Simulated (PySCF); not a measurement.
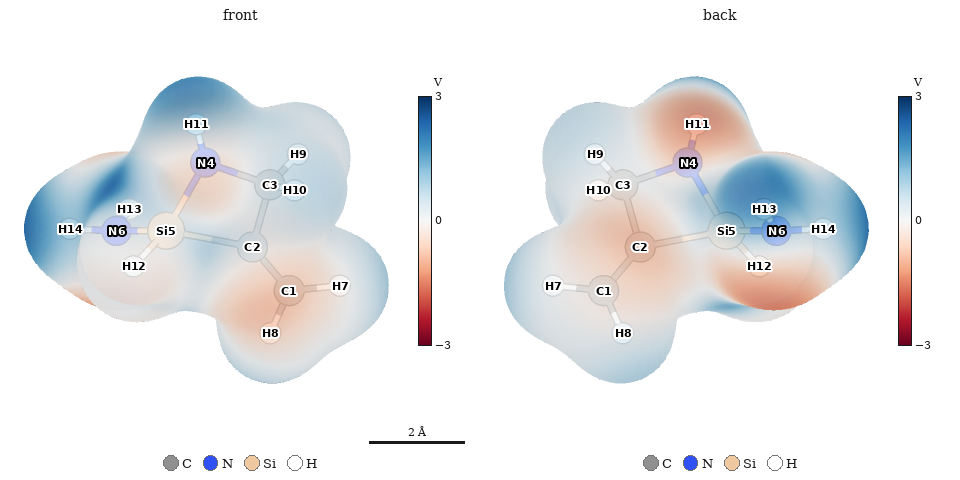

Figure. C3H8N2Si. The electrostatic potential painted on the density surface at 0.004 e/bohr³, seen from the front and from behind; red is negative and blue positive.

Geometry: GFN2-xTB.

Computed with wB97X-D/def2-SVPD, SCF density, gas phase (PySCF).

The calculation's input:

```
{"job": {"kind": "uv", "xc": "wB97X-D", "basis": "def2-SVPD", "nstates": 8, "ntriplets": 3}, "charge": 0, "multiplicity": 1}
C     -1.482998     1.499422     0.762559
C     -0.757694     0.416209     0.575738
C     -1.190601    -0.956080     0.129587
N      0.158160    -1.493837     0.005230
Si     1.036856    -0.170958     0.690848
N      2.211598     0.661743    -0.243159
H     -2.552216     1.514245     0.602910
H     -1.037370     2.426017     1.083911
H     -1.734130    -0.971795    -0.821867
H     -1.798253    -1.469859     0.884521
H      0.296583    -2.483892    -0.110964
H      1.641139    -0.342632     2.011135
H      2.019099     0.899691    -1.202053
H      3.189149     0.471253    -0.110537
```

Run with:

```sh
OMP_NUM_THREADS=1 python probes_run.py task.json out
```

Which sites attract a positive test charge, and which a negative one?

A positive charge is drawn to the negative regions and a negative charge to the positive ones. The most negative region (about −1.5 V, or −35 kcal/mol for a unit charge) lies over N6, the most positive (about +2.2 V, or +51 kcal/mol for a unit charge) over Si5, H13 and H14. N6 is the likeliest acceptor of a hydrogen bond.
